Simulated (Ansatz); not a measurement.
## Cr chain started as a zigzag under tension and compression

Wanted: energy, moment and open channels of the Cr chain started as a zigzag from 12 % compression to 30 % stretch.

Method: DFT PBE, plane waves, PAW; relaxation of a chain's period, in the first sound run; inputs show where later runs differ, in Ansatz 0.2.0.

In doubt: warnings of the run leave room for a lower electronic state, so energies may not be the lowest and differences between runs may mislead.

**1. The structure**

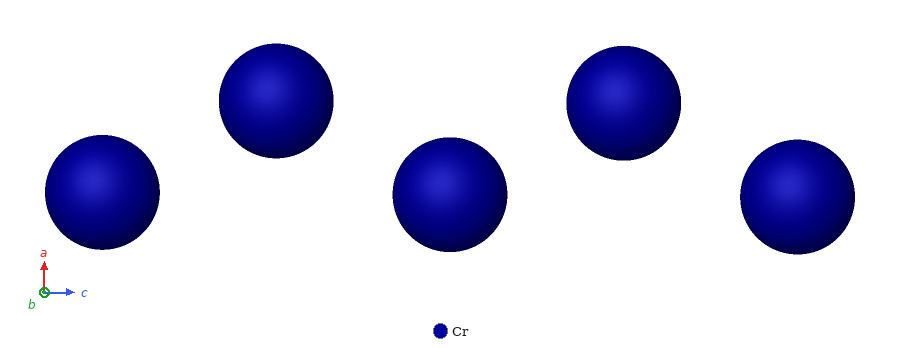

The cell as given, from the side, with the c axis across the page (chromium blue). 1×1×2 cells are drawn. Some periodic images of atoms are drawn too.

The cell holds 2 atoms: 2 Cr. Cell: a = 9.000 Å, b = 7.500 Å, c = 4.664 Å, α = 90.0°, β = 90.0°, γ = 90.0°. Vacuum lies along a and b. The structure's axis is c.

**2. The relaxed wire**

Band widths follow the bond lengths, so the chain is relaxed first. The atoms and the third cell vector are free; the box across stays fixed as vacuum. Moments are seeded so that a magnetic state can form if it lies lower. A Fermi-Dirac smearing is set since the result may be a metal. The pressure printed is a third of the stress's trace over the whole box, vacuum included; only the stress along the axis is relaxed.

Input file input.yaml:

```yaml
crystal:
  lattice:
    - [9.0, 0.0, 0.0]
    - [0.0, 7.5, 0.0]
    - [0.0, 0.0, 4.6637291855]
  atoms:
    - { symbol: Cr, position: [0.431118089, 0.5, 0.0], spin: 5.0 }
    - { symbol: Cr, position: [0.568881911, 0.5, 0.5], spin: 5.0 }
magnetization:
  spin_polarized: true
kpoints:
  mp_grid: { grid: [1, 1, 18] }
scf:
  occupations: { method: fermi_dirac, width: 0.05 }
hamiltonian:
  xc: pbe
relax:
  cell: { fix: [a, b, alpha, beta, gamma] }
  max_steps: 60
```

On the command line:

```console
ansatz run input.yaml --threads 4 --pin off --max-ram 8192MiB --backend cpu --events-out ev --progress --plain --runs-dir out
```

Numbers of over 12 decimals in the logs are rounded to 6 here.

What it wrote:

```text
Engine: ansatz 0.2.0, aarch64-unknown-linux-gnu
Pseudopotentials: kind: paw
Pseudopotential: Cr, paw, valence charge 14, recommended cutoff 420 eV (normal), Cr.paw.azcp
Functional definition: PBE
  parameter kappa = 0.804
  parameter beta = 0.066725
  exchange = pbe_x(kappa = kappa, mu = beta*pi^2/3)
  correlation = pbe_c(beta = beta)
Crystal: 2 atoms, lattice volume = 314.802 Å³
Basis set: ecut = 420 eV, 6133 PW (Γ), exchange–correlation on 128×108×64 points (8 copies of the dense FFT grid, shifted against one another)
Bands: 23, of which v1, the nominal top of the filled ones, is band 14 counted from 1 (13 counted from 0)
Symmetry: 8 space group operations
Space group: Pmma (ITA 51), of the structure as read, at distance tolerance 6.8e-5 Å
Magnetic group: BNS 51.289 (UNI 387), of the structure as read, at distance tolerance 6.8e-5 Å
k-points: 10 of 18
Non-local potential: Cr, projectors of the file, l = 0: 3, l = 1: 2, l = 2: 3, l = 3: 1
PAW form: soft (Blöchl's): semilocal exchange-correlation on the pseudo side does not see the compensation charge
PAW one-centre angular grid: Cr, 590 points (default); XC on 64 Gauss nodes
Initial density: superposition of atomic densities (neutral atoms: chi_scale 0, normalization atom)
Starting moments: Σ|m| = 10 μB on 2 of 2 sites
Initial wavefunctions: pseudopotential atomic-orbital guess
Functional: x = pbe(κ = 0.804, μ = 0.219515), c = pbe(β = 0.066725)
iter 1 solved again at ethr=1.95e-3 eV; its pass at ethr=3.10e-3 eV (dr2=5.46e-1 eV) is discarded
SCF iter   1: F=—  HF=-6748.625696 eV  |F-HF|=—  |Δ(HF+E_count)|=         —  Δρ=6.54e-3 (↑6.54e-3 ↓3.09e-3)  dr2=5.76e-1  dr2_m=2.50e-2  M=10.078 μB ∫|m|=10.080 μB  β_m=0.30  ethr=1.95e-3  ⟨swp⟩=1.0  Hψ=2811  notcnv=0
Mixer restart at iter 1: flushing history
preconditioner: auto → Resta (q_TF=auto, 1.823 Å⁻¹)  ε∞=4.5  [insulator: Δε(μ)=0.150 eV  Ē_g=3.898 eV  σ=0.050 eV  W_gap=0.63  n_scr=38 (ndim 8)  ℏωp=7.2 eV  f_vac=0.651  D(μ)=1.08/eV (n_scr^D=2)  ε∞_Penn≈4.5  vacuum switching on, ρ_ref=1.1e-3 e/Å³]
spin=Collinear: Resta preconditioning applied to the charge; magnetization (m = ρ↑ − ρ↓) channel mixes plain (no charge-response kernel on spin).
SCF iter   2: F=—  HF=-6748.575161 eV  |F-HF|=—  |Δ(HF+E_count)|=   5.05e-2  Δρ=4.75e-3 (↑4.75e-3 ↓2.34e-3)  dr2=3.12e-1  dr2_m=1.29e-2  M=10.079 μB ∫|m|=10.081 μB  β_m=0.65  ethr=1.95e-3  ⟨swp⟩=1.9  Hψ=598  notcnv=0
SCF iter   3: F=—  HF=-6748.543498 eV  |F-HF|=—  |Δ(HF+E_count)|=   3.17e-2  Δρ=1.04e-3 (↑1.04e-3 ↓5.20e-4)  dr2=5.61e-3  dr2_m=9.34e-4  M=10.076 μB ∫|m|=10.078 μB  β_m=0.73  ethr=1.11e-3  ⟨swp⟩=2.2  Hψ=766  notcnv=0
SCF iter   4: F=—  HF=-6748.554447 eV  |F-HF|=—  |Δ(HF+E_count)|=         —  Δρ=1.22e-3 (↑1.22e-3 ↓3.31e-4)  dr2=5.19e-3  dr2_m=1.15e-3  M=10.047 μB ∫|m|=10.049 μB  β_m=0.73  ethr=2.00e-5  ⟨swp⟩=2.2  Hψ=1018  notcnv=0  defer=2
Mixer restart at iter 4: flushing history
SCF iter   5: F=—  HF=-6748.559216 eV  |F-HF|=—  |Δ(HF+E_count)|=   4.77e-3  Δρ=1.10e-3 (↑1.10e-3 ↓2.13e-4)  dr2=4.71e-3  dr2_m=7.26e-4  M=10.058 μB ∫|m|=10.059 μB  β_m=0.58  ethr=1.85e-5  ⟨swp⟩=2.0  Hψ=878  notcnv=0  defer=4
SCF iter   6: F=—  HF=-6748.558171 eV  |F-HF|=—  |Δ(HF+E_count)|=   1.04e-3  Δρ=2.84e-4 (↑2.84e-4 ↓1.62e-4)  dr2=6.71e-4  dr2_m=8.33e-5  M=10.045 μB ∫|m|=10.047 μB  β_m=0.79  ethr=1.68e-5  ⟨swp⟩=2.5  Hψ=790  notcnv=0  defer=4
SCF iter   7: F=—  HF=-6748.559294 eV  |F-HF|=—  |Δ(HF+E_count)|=   1.12e-3  Δρ=2.52e-5 (↑2.52e-5 ↓2.01e-5)  dr2=1.53e-5  dr2_m=4.13e-7  M=10.037 μB ∫|m|=10.039 μB  β_m=0.90  ethr=2.40e-6  ⟨swp⟩=2.5  Hψ=813  notcnv=0  defer=7
SCF iter   8: F=—  HF=-6748.559377 eV  |F-HF|=—  |Δ(HF+E_count)|=   8.27e-5  Δρ=5.34e-6 (↑4.65e-6 ↓5.34e-6)  dr2=4.80e-7  dr2_m=1.55e-8  M=10.037 μB ∫|m|=10.038 μB  β_m=0.94  ethr=5.46e-8  ⟨swp⟩=2.1  Hψ=728  notcnv=0  defer=7
SCF iter   9: F=—  HF=-6748.559377 eV  |F-HF|=—  |Δ(HF+E_count)|=   2.83e-7  Δρ=3.29e-6 (↑3.29e-6 ↓1.35e-6)  dr2=3.80e-8  dr2_m=7.71e-9  M=10.037 μB ∫|m|=10.038 μB  β_m=0.91  ethr=1.72e-9  ⟨swp⟩=2.9  Hψ=791  notcnv=0  defer=7
SCF iter  10: F=-6748.559377 eV  HF=-6748.559377 eV  |F-HF|=2.05e-8  |Δ(HF+E_count)|=   1.41e-7  Δρ=4.27e-7 (↑4.27e-7 ↓3.07e-7)  dr2=1.68e-9  dr2_m=1.52e-10  M=10.037 μB ∫|m|=10.038 μB  ethr=1.36e-10  ⟨swp⟩=1.9  Hψ=1384  notcnv=0
SCF 1 converged in 10 iterations: F = -6748.559377 eV  dr2 = 1.68e-9
  greatest PAW one-centre occupation: 1.000 electrons in one spin orbital (limit 2), on the Cr atom at site 1 (counted from 0), in its partial waves of l = 0
relax step   1: F+E_penalty+E_count = -6748.55937702 eV  Δ(F+E_penalty+E_count) = +0.000e0 eV  max|allowed force component| = 3.310e-1 eV/Å  Δτ_max = 0.0000 Å  P = +0.430 GPa  Ω = 314.802 Å³  fix = [a, b, alpha, beta, gamma]  reactions: a +0.139, b -0.180 GPa  (10 SCF iters, dr2 threshold 1.00e-7 eV, accepted)
Crystal: 2 atoms, lattice volume = 323.597 Å³
Basis set: ecut = 420 eV, 6287 PW (Γ), exchange–correlation on 128×108×64 points (8 copies of the dense FFT grid, shifted against one another)
Initial density: handed on by an earlier stage of this run
Starting moments: Σ|m| = 10 μB on 2 of 2 sites; this step starts from the density that it was given
Initial wavefunctions: those handed on with the density
iter 1 solved again at ethr=7.83e-6 eV; its pass at ethr=3.10e-3 eV (dr2=2.19e-3 eV) is discarded
SCF iter   1: F=—  HF=-6748.603156 eV  |F-HF|=—  |Δ(HF+E_count)|=         —  Δρ=3.45e-3 (↑3.45e-3 ↓3.23e-3)  dr2=2.43e-3  dr2_m=3.25e-2  M=10.070 μB ∫|m|=10.071 μB  β_m=0.30  ethr=7.83e-6  ⟨swp⟩=2.0  Hψ=2615  notcnv=0
preconditioner: auto → Resta (q_TF=auto, 1.814 Å⁻¹)  ε∞=4.9  [insulator: Δε(μ)=0.125 eV  Ē_g=3.622 eV  σ=0.050 eV  W_gap=0.55  n_scr=34 (ndim 8)  ℏωp=7.2 eV  f_vac=0.677  D(μ)=1.28/eV (n_scr^D=4)  ε∞_Penn≈4.9  vacuum switching on, ρ_ref=9.5e-4 e/Å³]
spin=Collinear: Resta preconditioning applied to the charge; magnetization (m = ρ↑ − ρ↓) channel mixes plain (no charge-response kernel on spin).
SCF iter   2: F=—  HF=-6748.610863 eV  |F-HF|=—  |Δ(HF+E_count)|=   7.71e-3  Δρ=2.40e-3 (↑2.40e-3 ↓2.29e-3)  dr2=9.07e-4  dr2_m=1.61e-2  M=10.068 μB ∫|m|=10.070 μB  β_m=0.63  ethr=7.83e-6  ⟨swp⟩=2.0  Hψ=722  notcnv=0
SCF iter   3: F=—  HF=-6748.619153 eV  |F-HF|=—  |Δ(HF+E_count)|=   8.29e-3  Δρ=3.38e-4 (↑3.38e-4 ↓1.38e-4)  dr2=3.15e-4  dr2_m=1.06e-4  M=10.063 μB ∫|m|=10.065 μB  β_m=0.56  ethr=3.24e-6  ⟨swp⟩=2.0  Hψ=901  notcnv=0
SCF iter   4: F=—  HF=-6748.619110 eV  |F-HF|=—  |Δ(HF+E_count)|=   4.33e-5  Δρ=6.54e-5 (↑6.54e-5 ↓2.77e-5)  dr2=2.40e-5  dr2_m=5.11e-6  M=10.062 μB ∫|m|=10.064 μB  β_m=0.78  ethr=1.13e-6  ⟨swp⟩=2.0  Hψ=813  notcnv=0
[...]
relax step   9: F+E_penalty+E_count = -6748.69116757 eV  Δ(F+E_penalty+E_count) = -1.418e-4 eV  max|allowed force component| = 6.475e-4 eV/Å  Δτ_max = 0.0067 Å  P = -0.071 GPa  Ω = 357.279 Å³  energy of the carried Pulay correction = -1.758e-4 eV  fix = [a, b, alpha, beta, gamma]  reactions: a -0.046, b -0.167 GPa  (10 SCF iters, accepted)
iter 1 solved again at ethr=1.11e-6 eV; its pass at ethr=3.10e-3 eV (dr2=3.10e-4 eV) is discarded
SCF iter   1: F=—  HF=-6748.687086 eV  |F-HF|=—  |Δ(HF+E_count)|=         —  Δρ=7.43e-5 (↑7.43e-5 ↓3.07e-5)  dr2=2.00e-5  dr2_m=1.77e-6  M=10.126 μB ∫|m|=10.128 μB  β_m=0.65  ethr=1.11e-6  ⟨swp⟩=3.2  Hψ=3320  notcnv=0
preconditioner: auto → Resta (q_TF=auto, 1.785 Å⁻¹)  ε∞=4.5  [insulator: Δε(μ)=0.162 eV  Ē_g=3.646 eV  σ=0.050 eV  W_gap=0.53  n_scr=34 (ndim 8)  ℏωp=6.8 eV  f_vac=0.691  D(μ)=1.93/eV (n_scr^D=4)  ε∞_Penn≈4.5  vacuum switching on, ρ_ref=9.6e-4 e/Å³]
spin=Collinear: Resta preconditioning applied to the charge; magnetization (m = ρ↑ − ρ↓) channel mixes plain (no charge-response kernel on spin).
SCF iter   2: F=—  HF=-6748.690342 eV  |F-HF|=—  |Δ(HF+E_count)|=   3.26e-3  Δρ=3.07e-5 (↑3.07e-5 ↓1.06e-5)  dr2=1.83e-6  dr2_m=4.32e-7  M=10.125 μB ∫|m|=10.127 μB  β_m=0.44  ethr=7.15e-8  ⟨swp⟩=3.0  Hψ=835  notcnv=0
SCF iter   3: F=—  HF=-6748.690761 eV  |F-HF|=—  |Δ(HF+E_count)|=   4.19e-4  Δρ=1.83e-5 (↑1.83e-5 ↓7.63e-6)  dr2=6.56e-7  dr2_m=1.17e-7  M=10.125 μB ∫|m|=10.127 μB  β_m=0.55  ethr=6.55e-9  ⟨swp⟩=3.0  Hψ=831  notcnv=0
SCF iter   4: F=—  HF=-6748.691166 eV  |F-HF|=—  |Δ(HF+E_count)|=   4.05e-4  Δρ=1.01e-5 (↑1.01e-5 ↓4.15e-6)  dr2=7.52e-7  dr2_m=3.85e-8  M=10.125 μB ∫|m|=10.127 μB  β_m=0.78  ethr=2.34e-9  ⟨swp⟩=3.0  Hψ=843  notcnv=0
SCF iter   5: F=—  HF=-6748.691370 eV  |F-HF|=—  |Δ(HF+E_count)|=   2.04e-4  Δρ=3.07e-6 (↑3.07e-6 ↓1.48e-6)  dr2=2.85e-7  dr2_m=3.10e-9  M=10.125 μB ∫|m|=10.127 μB  β_m=0.89  ethr=2.34e-9  ⟨swp⟩=3.0  Hψ=836  notcnv=0
SCF iter   6: F=—  HF=-6748.691405 eV  |F-HF|=—  |Δ(HF+E_count)|=   3.56e-5  Δρ=1.01e-6 (↑1.01e-6 ↓4.85e-7)  dr2=2.14e-8  dr2_m=6.45e-10  M=10.126 μB ∫|m|=10.128 μB  β_m=0.94  ethr=1.02e-9  ⟨swp⟩=3.0  Hψ=787  notcnv=0
SCF iter   7: F=—  HF=-6748.691406 eV  |F-HF|=—  |Δ(HF+E_count)|=   9.74e-7  Δρ=3.06e-7 (↑3.06e-7 ↓1.79e-7)  dr2=2.11e-9  dr2_m=5.43e-11  M=10.125 μB ∫|m|=10.128 μB  β_m=0.97  ethr=7.64e-11  ⟨swp⟩=2.5  Hψ=632  notcnv=0
SCF iter   8: F=—  HF=-6748.691406 eV  |F-HF|=—  |Δ(HF+E_count)|=   1.49e-8  Δρ=8.19e-8 (↑8.19e-8 ↓5.71e-8)  dr2=1.76e-10  dr2_m=5.17e-12  M=10.125 μB ∫|m|=10.127 μB  β_m=0.99  ethr=7.53e-12  ⟨swp⟩=2.9  Hψ=617  notcnv=0
SCF iter   9: F=—  HF=-6748.691347 eV  |F-HF|=—  |Δ(HF+E_count)|=   5.94e-5  Δρ=5.94e-7 (↑5.94e-7 ↓2.57e-7)  dr2=6.00e-9  dr2_m=3.03e-10  M=10.125 μB ∫|m|=10.127 μB  β_m=0.99  ethr=1.00e-12  ⟨swp⟩=4.3  Hψ=1128  notcnv=0
SCF iter  10: F=—  HF=-6748.691347 eV  |F-HF|=—  |Δ(HF+E_count)|=  8.60e-10  Δρ=5.95e-7 (↑5.95e-7 ↓2.55e-7)  dr2=5.86e-9  dr2_m=3.07e-10  M=10.125 μB ∫|m|=10.127 μB  β_m=0.99  ethr=1.00e-12  ⟨swp⟩=1.0  Hψ=460  notcnv=0
SCF iter  11: F=—  HF=-6748.691347 eV  |F-HF|=—  |Δ(HF+E_count)|=  1.79e-10  Δρ=5.85e-7 (↑5.85e-7 ↓2.55e-7)  dr2=6.04e-9  dr2_m=2.87e-10  M=10.125 μB ∫|m|=10.127 μB  β_m=1.00  ethr=1.00e-12  ⟨swp⟩=1.9  Hψ=509  notcnv=0
SCF iter  12: F=—  HF=-6748.691347 eV  |F-HF|=—  |Δ(HF+E_count)|=   9.46e-9  Δρ=5.14e-7 (↑5.14e-7 ↓2.58e-7)  dr2=5.28e-9  dr2_m=1.67e-10  M=10.125 μB ∫|m|=10.128 μB  β_m=0.93  ethr=1.00e-12  ⟨swp⟩=2.4  Hψ=718  notcnv=0
SCF iter  13: F=—  HF=-6748.691347 eV  |F-HF|=—  |Δ(HF+E_count)|=   1.26e-8  Δρ=6.19e-7 (↑6.19e-7 ↓2.58e-7)  dr2=6.37e-9  dr2_m=3.30e-10  M=10.125 μB ∫|m|=10.127 μB  β_m=0.97  ethr=1.00e-12  ⟨swp⟩=2.6  Hψ=793  notcnv=0
SCF iter  14: F=—  HF=-6748.691347 eV  |F-HF|=—  |Δ(HF+E_count)|=   2.93e-8  Δρ=4.15e-7 (↑4.15e-7 ↓2.13e-7)  dr2=3.36e-9  dr2_m=1.13e-10  M=10.125 μB ∫|m|=10.128 μB  β_m=0.98  ethr=1.00e-12  ⟨swp⟩=2.8  Hψ=754  notcnv=0
SCF iter  15: F=—  HF=-6748.691347 eV  |F-HF|=—  |Δ(HF+E_count)|=   2.65e-8  Δρ=1.88e-7 (↑1.88e-7 ↓9.34e-8)  dr2=7.75e-10  dr2_m=2.13e-11  M=10.125 μB ∫|m|=10.127 μB  β_m=0.86  ethr=1.00e-12  ⟨swp⟩=3.0  Hψ=861  notcnv=0
SCF iter  16: F=—  HF=-6748.691347 eV  |F-HF|=—  |Δ(HF+E_count)|=   8.83e-9  Δρ=3.38e-8 (↑3.38e-8 ↓2.23e-8)  dr2=1.67e-11  dr2_m=8.18e-13  M=10.125 μB ∫|m|=10.127 μB  β_m=0.87  ethr=1.00e-12  ⟨swp⟩=3.9  Hψ=839  notcnv=0
SCF iter  17: F=-6748.691347 eV  HF=-6748.691347 eV  |F-HF|=1.91e-11  |Δ(HF+E_count)|=  2.54e-10  Δρ=1.06e-8 (↑1.06e-8 ↓7.73e-9)  dr2=1.93e-12  dr2_m=9.98e-14  M=10.125 μB ∫|m|=10.127 μB  ethr=1.00e-12  ⟨swp⟩=3.5  Hψ=1637  notcnv=0
SCF 10 converged in 17 iterations: F = -6748.691347 eV  dr2 = 1.93e-12
relax step  10: F+E_penalty+E_count = -6748.69134699 eV  Δ(F+E_penalty+E_count) = -1.794e-4 eV  max|allowed force component| = 6.356e-4 eV/Å  Δτ_max = 0.0000 Å  P = -0.071 GPa  Ω = 357.279 Å³  fix = [a, b, alpha, beta, gamma]  reactions: a -0.047, b -0.167 GPa  stress off target by 1.33e-3 GPa on what of the cell is left free  SCF on the basis re-selected at this cell (its energy is not comparable with the rows above)  (17 SCF iters)
basis re-selected at this cell: Δ(F+E_penalty+E_count) = -1.794e-4 eV, ΔP = -0.000 GPa vs the last step (what re-selecting the basis moved, of the pressure what is left beyond the Pulay correction that the steps carried, after the strain that the cell walked since its last selection, with what the two solves' SCF thresholds leave and, on support functions, any second-order correction that the steps lacked; it is no m [...]
WARN: an SCF from antiferromagnetic starting moments (-5.00, 5.00 Bohr magnetons, atom by atom) was not made, by what the run has read of turns of its moments that order reads lower: the deck asks for what bars it, or types moments that do (magnetization.spin_polarized, in the input reference, names some of the keys), or the run goes by scf.lower_state_search: light, the default, which as a rule tries one only behind [...]
SCF converged after 17 iterations
Magnetization: 10.1255 μB (19.0627 up, 8.9373 down)
Absolute magnetization: 10.1275 μB (∫|ρ↑−ρ↓|)
Spin contamination: 0.0053 ħ² per cell (⟨S²⟩ above its minimum at these occupations)
Per-site moments (μB) at R_I (Å): [(4.194143, 1.145082), (4.194143, 1.145082)]
Free energy (F): -6748.691347 eV
Harris-Foulkes:  -6748.691347 eV  (|F-HF|=1.91e-11)
Internal energy: -6748.674830 eV  (E = F + TS)
E sigma→0 (E₀):  -6748.683089 eV
Entropy (-TS):   -0.016517 eV (-8.258 meV/atom)
Fermi energy:    -2.089168 eV
--- Per-component energies (eV) ---
  E_band       = -848.269011
  E_kinetic    = 681.664285
  E_local      = -7616.066657  (includes V_loc(G=0)·N_el)
  E_nonlocal   = 180.058637
  E_hartree    = 3377.194753
  E_xc         = -269.254645
  E_vxc        = -342.483192  (∫ρ·V_xc dr)
  E_paw        = -2407.532990  (= ΣΔE_a)
  E_vpaw       = -505.832334  (= ΣTr[D̂ρ^β])
  E_aug_tail   = 0.000764  (compensation charges beyond the density's cutoff)
  E_ewald      = -694.738976
  E_smearing   = -0.016517  (= −TS)
  E_closure    = 0.000000  (closes the sum)
  Σ components = -6748.691347   (vs F -6748.691347, Δ=0.00e0)
--- Forces (eV/Å), atoms counted from 1 ---
  atom   1  Cr    -0.00063565    -0.00000000     0.00000000
  atom   2  Cr     0.00063565     0.00000000    -0.00000000
  max |Σ_I F_I| component: 1.62e-27 eV/Å
--- Stress (GPa, compression-positive) ---
       -0.046726      -0.000000       0.000000
       -0.000000      -0.167476      -0.000000
        0.000000      -0.000000       0.001325
  P = ⅓ Tr σ = -0.0710 GPa (-0.710 kbar)
--- Relaxed structure (8 steps of the walk, 8 accepted, 2 SCFs on fresh bases) ---
  F+E_penalty+E_count = -6748.69134699 eV   max|allowed force component| = 6.356e-4 eV/Å   (the final SCF, on the basis selected at the relaxed cell)
  cell:  # Å, volume = 357.2786 Å³
    - [9.0, 0, 0]
    - [0, 7.5, 0]
    - [0, 0, 5.293017]
  atoms:
    - { symbol: Cr, position: [0.453455, 0.5, 0.0] }
    - { symbol: Cr, position: [0.546545, 0.5, 0.5] }
```

It took 24 s on 4 threads of Arm Neoverse V2, shared host; peak memory 0.66 GiB; 91 s of CPU time.

Relaxation path:

```csv
step,energy less that of the first step (eV),largest force component (eV/Å),pressure (GPa),volume (Å³)
1,0.0000,0.3310,0.43,314.80
2,-0.0598,0.0038,0.08,323.60
3,-0.0813,0.1049,-0.03,332.03
4,-0.1132,0.0676,-0.07,345.09
5,-0.1173,0.0667,-0.02,350.97
6,-0.1195,0.0030,-0.08,351.25
7*,-0.1291,0.0041,-0.02,351.25
8,-0.1316,0.0058,-0.05,355.77
9,-0.1318,0.0006,-0.07,357.28
10*,-0.1320,0.0006,-0.07,357.28
```

Relaxation steps marked * repeat the geometry before them on a plane-wave basis chosen anew for their cell, so energy and pressure can jump there.

The run keeps the 8 symmetry operations that it works with, so distortions that break them were not tested.

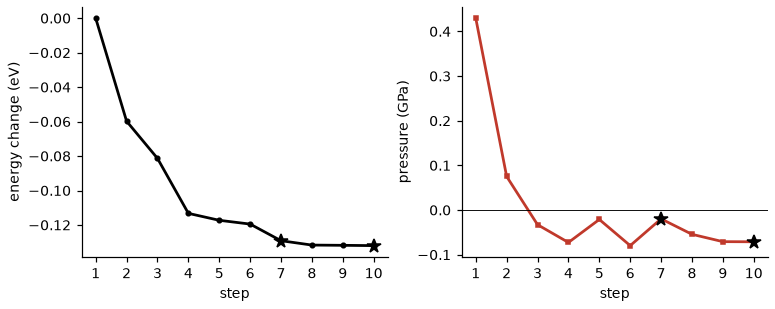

Energy and pressure along the relaxation. Stars mark steps on a basis chosen anew.

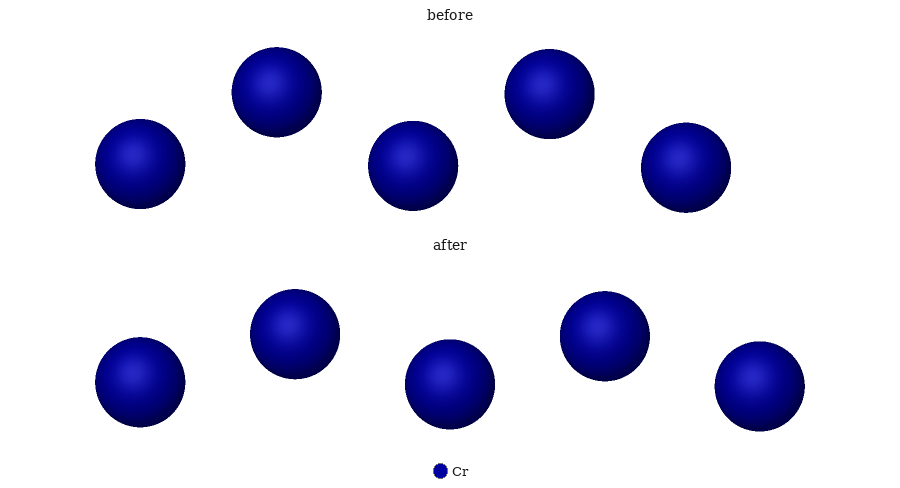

The structure before and after the relaxation, drawn at the same scale.

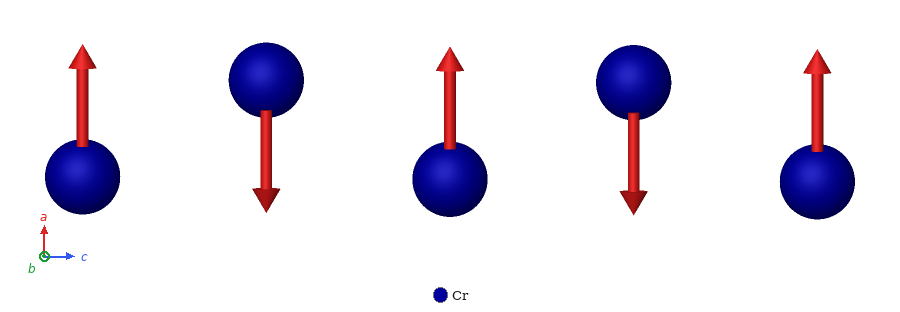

Displacements in the relaxation, exaggerated, measured against the changing cell; the longest in the cell stands for 0.20 Å. 1×1×2 cells are drawn. Some periodic images of atoms are drawn too.

```csv
cell as run,before,after,change
c (Å),4.664,5.293,+13.5 %
```

The atoms that moved most (Å, along periodic axes as changes of fractional coordinates times the final cell, across vacuum about the mean position):

```csv
atom,dx,dy,dz,length
Cr1,0.201,0.000,0.000,0.201
Cr2,-0.201,0.000,0.000,0.201
```

The relaxed structure:

```
Cr
1.0
     9.00000    0.00000    0.00000
     0.00000    7.50000    0.00000
     0.00000    0.00000    5.29302
Cr
2
Cartesian
  4.0811 3.7500 0.0000
  4.9189 3.7500 2.6465
```

This step gave:

- energy at zero smearing: -6748.6831 eV
- total moment: 10.13 μB
- absolute moment: 10.13 μB
- cell length along the wire: 5.293 Å

(Continued in part 2 of 4.)

[Logs are printed without paths, hosts, clocks, repeated set-up lines and the standing remarks that a program may print on its own settings, such as how far it seeks lower states.]

[Hosts, paths, dates, database ids (printed as entryN), source tags and the programs' standing remarks are cut or masked in the printed files.]
